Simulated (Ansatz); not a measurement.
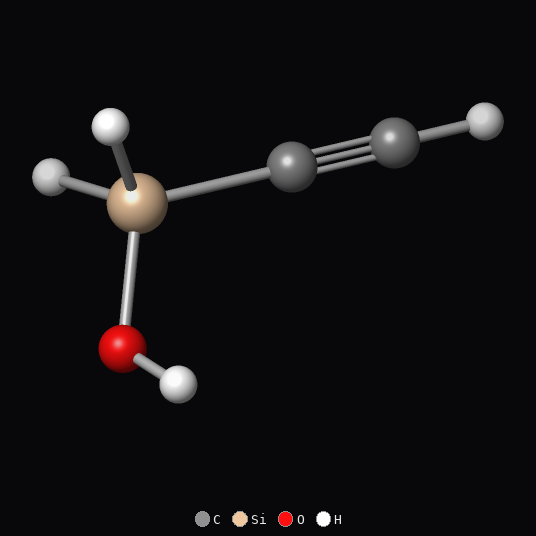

The computed structure is the end point of a PBE0-D4/def2-TZVP optimisation. No frequency run is at hand to confirm it as a minimum.

Give the structural formula.

SMILES: C#C[SiH2]O

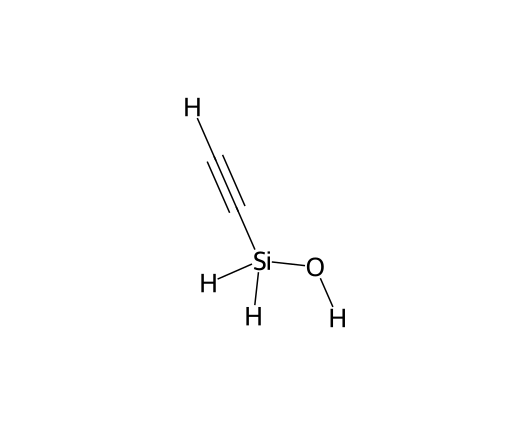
